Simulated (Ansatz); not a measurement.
# Geometry relaxation of TaH$_{3}$ClOF$_{3}$ (part 2 of 2)

The same run, continued: TaH$_{3}$ClOF$_{3}$; RHF/def2-SVP (Ansatz 0.2.0). It belongs to a series of runs on one base structure; here: end point B relaxed.

Geometry of the input (Å):
```
Ta -0.6071  -0.4979  0.2050
Cl 2.8523  0.6677  0.6180
F  -0.6828  -0.7443  2.0724
F  -0.2036  -0.6811  -1.6263
O  -0.6170  1.3528  0.2442
H  -0.2437  2.2083  0.3837
F  -2.2293  -1.3812  -0.0191
H  0.8885  -1.4562  0.3848
H  2.5480  -0.6189  0.5664
```

**Trajectory as extended XYZ, continued**
```
9
Properties=species:S:1:pos:R:3:forces:R:3 step=7 energy=-24234.43197
Ta   -0.7923   -0.5442    0.1855    0.0531   0.0835   0.0144
Cl    3.1194    0.8423    0.6267    0.0111  -0.0583   0.0053
F    -0.9096   -0.8209    2.0463    0.0014  -0.0093   0.0358
F    -0.4284   -0.7431   -1.6523    0.0117  -0.0093  -0.0401
O    -0.5950    1.2950    0.2541    0.0674  -0.0319   0.0156
H    -0.1401    2.1121    0.3846   -0.0583  -0.0063  -0.0147
F    -2.4589   -1.3496   -0.0475   -0.0668  -0.0268  -0.0079
H     0.6497   -1.5189    0.3561   -0.0092  -0.0010  -0.0050
H     3.2606   -0.4236    0.6757   -0.0104   0.0594  -0.0033
9
Properties=species:S:1:pos:R:3:forces:R:3 step=8 energy=-24234.43470
Ta   -0.7894   -0.5461    0.1867    0.0171   0.1265   0.0079
Cl    3.1384    0.8409    0.6355    0.0083  -0.0421   0.0040
F    -0.9049   -0.8315    2.0470   -0.0020  -0.0050   0.0014
F    -0.4348   -0.7459   -1.6537   -0.0011  -0.0051  -0.0042
O    -0.5755    1.2898    0.2598   -0.0830  -0.3843  -0.0286
H    -0.1787    2.1331    0.3682    0.0955   0.2895   0.0275
F    -2.4643   -1.3378   -0.0437   -0.0300  -0.0252  -0.0033
H     0.6491   -1.5273    0.3493   -0.0004   0.0062  -0.0025
H     3.2656   -0.4260    0.6801   -0.0045   0.0395  -0.0022
9
Properties=species:S:1:pos:R:3:forces:R:3 step=9 energy=-24234.43627
Ta   -0.7939   -0.5437    0.1873    0.0187   0.0968   0.0076
Cl    3.1639    0.8315    0.6415    0.0086  -0.0288   0.0033
F    -0.9136   -0.8348    2.0464   -0.0058  -0.0010   0.0005
F    -0.4424   -0.7460   -1.6535   -0.0055  -0.0005  -0.0034
O    -0.5670    1.2888    0.2633   -0.1340  -0.5468  -0.0436
H    -0.2167    2.1506    0.3592    0.1449   0.4557   0.0418
F    -2.4661   -1.3432   -0.0441   -0.0214  -0.0146  -0.0026
H     0.6484   -1.5190    0.3497   -0.0008   0.0124  -0.0018
H     3.2929   -0.4350    0.6795   -0.0046   0.0268  -0.0018
9
Properties=species:S:1:pos:R:3:forces:R:3 step=10 energy=-24234.38164 accepted=F
Ta   -0.7997   -0.5495    0.1920   -0.1375  -0.1514  -0.0370
Cl    3.2863    0.8355    0.6790    0.0105  -0.0432   0.0017
F    -0.9324   -0.8915    2.0434    0.0118   0.0483  -0.0698
F    -0.5050   -0.7631   -1.6606   -0.0137   0.0452   0.0864
O    -0.4724    1.2587    0.2914    0.3008   2.5408  -0.0108
H    -0.3699    2.2433    0.2869   -0.2677  -2.5579   0.0140
F    -2.4962   -1.3141   -0.0308    0.0780   0.0278   0.0069
H     0.6391   -1.5344    0.3221    0.0169   0.0578   0.0097
H     3.3556   -0.4358    0.7057    0.0009   0.0324  -0.0011
9
Properties=species:S:1:pos:R:3:forces:R:3 step=11 energy=-24234.44500
Ta   -0.8112   -0.5473    0.1885   -0.0411  -0.0007  -0.0057
Cl    3.2574    0.8377    0.6648    0.0041  -0.0078   0.0014
F    -0.9477   -0.8525    2.0443    0.0012  -0.0002  -0.0128
F    -0.4815   -0.7509   -1.6568   -0.0076  -0.0003   0.0123
O    -0.5216    1.2691    0.2759    0.0804   0.1207   0.0144
H    -0.2831    2.1809    0.3319   -0.0686  -0.1126  -0.0130
F    -2.4860   -1.3499   -0.0435    0.0100   0.0053  -0.0016
H     0.6398   -1.5054    0.3446    0.0222  -0.0074   0.0057
H     3.3394   -0.4324    0.6795   -0.0006   0.0030  -0.0008
9
Properties=species:S:1:pos:R:3:forces:R:3 step=12 energy=-24234.43158 accepted=F
Ta   -0.8217   -0.5481    0.1908   -0.0853  -0.1200  -0.0178
Cl    3.3438    0.8362    0.6880    0.0044  -0.0588  -0.0001
F    -0.9740   -0.8752    2.0418    0.0094   0.0204  -0.0198
F    -0.5191   -0.7577   -1.6590    0.0096   0.0182   0.0266
O    -0.4763    1.2546    0.2896    0.1687   1.4636   0.0146
H    -0.3692    2.2148    0.2988   -0.1701  -1.3853  -0.0123
F    -2.5021   -1.3468   -0.0430    0.0495   0.0275   0.0103
H     0.6380   -1.4917    0.3410    0.0148  -0.0173  -0.0015
H     3.3860   -0.4370    0.6811   -0.0011   0.0516  -0.0001
9
Properties=species:S:1:pos:R:3:forces:R:3 step=13 energy=-24234.44627
Ta   -0.8180   -0.5471    0.1885    0.0830   0.0033   0.0018
Cl    3.2759    0.8393    0.6664    0.0077  -0.0298   0.0018
F    -0.9531   -0.8567    2.0429   -0.0199  -0.0011   0.0067
F    -0.4887   -0.7543   -1.6557   -0.0099   0.0016  -0.0111
O    -0.5070    1.2658    0.2783    0.0335   0.0353   0.0078
H    -0.2975    2.1838    0.3293   -0.0493  -0.0492  -0.0088
F    -2.4920   -1.3513   -0.0464   -0.0048   0.0022   0.0081
H     0.6411   -1.4982    0.3460   -0.0380   0.0121  -0.0051
H     3.3447   -0.4321    0.6801   -0.0024   0.0256  -0.0011
9
Properties=species:S:1:pos:R:3:forces:R:3 step=14 energy=-24234.44837
Ta   -0.8139   -0.5463    0.1891   -0.0398  -0.0152  -0.0013
Cl    3.3139    0.8365    0.6716    0.0042  -0.0656   0.0013
F    -0.9672   -0.8602    2.0409    0.0131   0.0036   0.0242
F    -0.4994   -0.7560   -1.6569    0.0078   0.0053  -0.0259
O    -0.4859    1.2626    0.2823    0.0431   0.1580   0.0092
H    -0.3440    2.1958    0.3216   -0.0480  -0.1594  -0.0101
F    -2.4905   -1.3485   -0.0438    0.0187   0.0126  -0.0039
H     0.6425   -1.4975    0.3447   -0.0005   0.0025   0.0073
H     3.3498   -0.4371    0.6797    0.0014   0.0582  -0.0008
9
Properties=species:S:1:pos:R:3:forces:R:3 step=15 energy=-24234.44895
Ta   -0.8111   -0.5452    0.1894   -0.0168   0.0972   0.0043
Cl    3.3477    0.8094    0.6790   -0.0005  -0.0031   0.0004
F    -0.9599   -0.8618    2.0415    0.0000  -0.0057   0.0028
F    -0.4940   -0.7583   -1.6562    0.0007  -0.0062  -0.0049
O    -0.5045    1.2671    0.2795    0.0256   0.0335   0.0040
H    -0.4179    2.2052    0.3131   -0.0131  -0.0377  -0.0029
F    -2.4942   -1.3319   -0.0444    0.0207  -0.0475   0.0004
H     0.6609   -1.4728    0.3494   -0.0179  -0.0281  -0.0036
H     3.3783   -0.4626    0.6781    0.0012  -0.0024  -0.0005
9
Properties=species:S:1:pos:R:3:forces:R:3 step=16 energy=-24234.44995
Ta   -0.8136   -0.5371    0.1897   -0.0028  -0.1161  -0.0032
Cl    3.3538    0.8002    0.6842   -0.0013  -0.0100   0.0001
F    -0.9584   -0.8563    2.0418   -0.0166   0.0199   0.0047
F    -0.4950   -0.7525   -1.6556    0.0040   0.0169  -0.0040
O    -0.5037    1.2745    0.2795    0.0269   0.1598   0.0091
H    -0.4431    2.2159    0.3090   -0.0089  -0.1059  -0.0039
F    -2.4865   -1.3452   -0.0456    0.0212   0.0004   0.0129
H     0.6505   -1.4787    0.3511   -0.0230   0.0316  -0.0154
H     3.4015   -0.4715    0.6752    0.0004   0.0034  -0.0003
9
Properties=species:S:1:pos:R:3:forces:R:3 step=17 energy=-24234.45048
Ta   -0.8133   -0.5358    0.1905    0.0037  -0.0549  -0.0062
Cl    3.3377    0.7921    0.6862    0.0048  -0.0226   0.0007
F    -0.9628   -0.8469    2.0437    0.0047   0.0083   0.0041
F    -0.4926   -0.7460   -1.6551   -0.0124   0.0144  -0.0115
O    -0.5013    1.2765    0.2800    0.0082   0.1071   0.0034
H    -0.4473    2.2180    0.3079   -0.0080  -0.0826  -0.0029
F    -2.4798   -1.3569   -0.0423    0.0100   0.0018  -0.0044
H     0.6514   -1.4732    0.3457   -0.0089   0.0107   0.0175
H     3.4134   -0.4786    0.6725   -0.0020   0.0177  -0.0005
9
Properties=species:S:1:pos:R:3:forces:R:3 step=18 energy=-24234.45110
Ta   -0.8105   -0.5323    0.1902    0.0176   0.0146   0.0042
Cl    3.3657    0.7705    0.6928   -0.0006  -0.0070   0.0000
F    -0.9620   -0.8325    2.0457    0.0076   0.0019  -0.0170
F    -0.4953   -0.7312   -1.6585    0.0023   0.0016   0.0188
O    -0.5110    1.2838    0.2782   -0.0088  -0.0261  -0.0027
H    -0.4873    2.2253    0.3035   -0.0004   0.0034   0.0000
F    -2.4639   -1.3780   -0.0411   -0.0022  -0.0028  -0.0014
H     0.6632   -1.4554    0.3507   -0.0170   0.0119  -0.0016
H     3.4065   -0.5010    0.6678    0.0014   0.0026  -0.0001
9
Properties=species:S:1:pos:R:3:forces:R:3 step=19 energy=-24234.45130
Ta   -0.8089   -0.5280    0.1907    0.0138   0.0150   0.0017
Cl    3.3683    0.7522    0.6971    0.0000   0.0026   0.0002
F    -0.9570   -0.8257    2.0468    0.0021   0.0004  -0.0118
F    -0.4902   -0.7250   -1.6575   -0.0012  -0.0009   0.0126
O    -0.5223    1.2905    0.2763   -0.0082  -0.0104  -0.0007
H    -0.5167    2.2324    0.2997    0.0026  -0.0017   0.0001
F    -2.4558   -1.3862   -0.0402   -0.0047  -0.0047  -0.0012
H     0.6686   -1.4424    0.3521   -0.0046   0.0047  -0.0006
H     3.4194   -0.5186    0.6643    0.0003  -0.0051  -0.0004
```

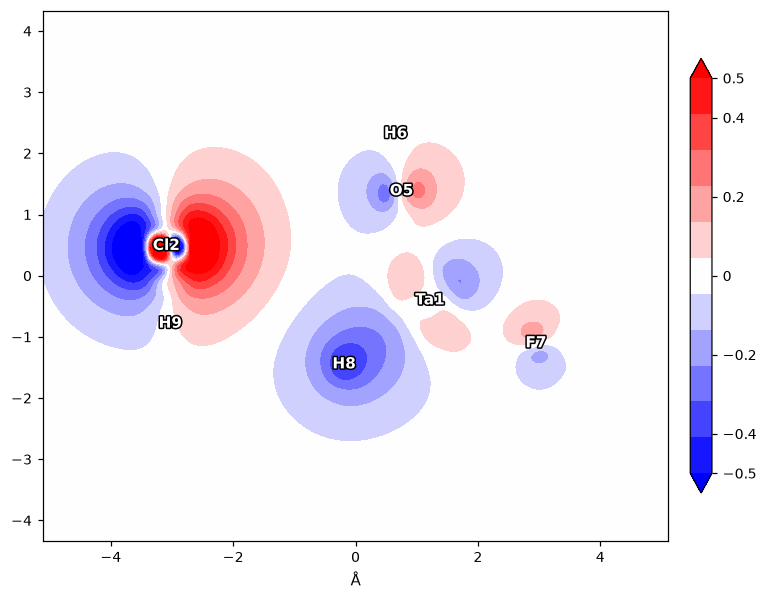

Figure 1. One frontier orbital on the plane of atoms O5, Ta1 and H8 (values in Å⁻³ᐟ²; the overall sign is arbitrary). The HOMO, at −12.81 eV.

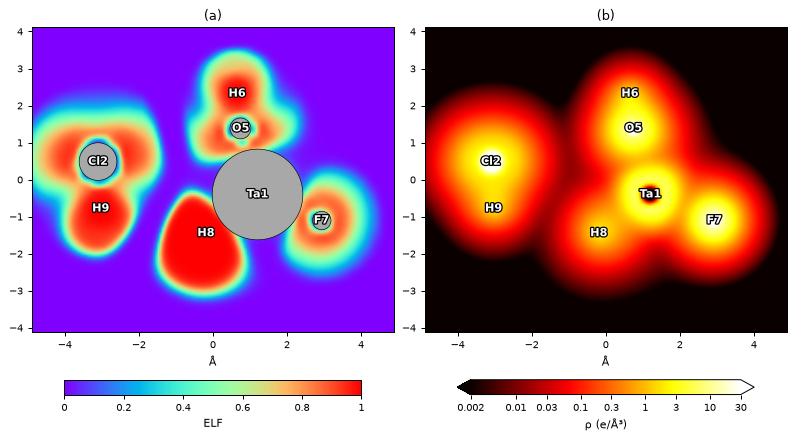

Figure 2. (a) ELF; (b) total electron density on the plane of atoms O5, Ta1 and H8. Grey discs, where drawn, cover atomic cores. Atoms in the plane: Ta, Cl, O, H and F. Ta–O (1.84 Å): ρ at the midpoint is about 1.1 e/Å³; the ELF peaks at about 0.80 in the valence shell of O, 0.6 Å from its nucleus, and drops to about 0.20 between the two atoms. Ta–F (1.87 Å): ρ at the midpoint is about 0.97 e/Å³; the ELF peaks at about 0.85 in the valence shell of F, 0.5 Å from its nucleus, and drops to about 0.20 between the two atoms. O–H (0.94 Å): ρ is about 3.8 e/Å³ halfway, with its minimum of 2.4 e/Å³ about 0.8 Å from O; the ELF climbs to about 1 towards the hydrogen, as it does in any bond to H (a covalent bond by its length). Cl–H (1.27 Å): ρ is about 1.9 e/Å³ halfway; the ELF climbs to about 1 towards the hydrogen.

**Results in brief**

```csv
quantity,value
outcome,converged
total energy,−24234.4513 eV
mean-field energy,−24234.4513 eV
largest force (length of the vector) at the end,0.020 eV/Å
wall time,32 s (CPU time 59 s)
peak memory,0.29 GiB
```
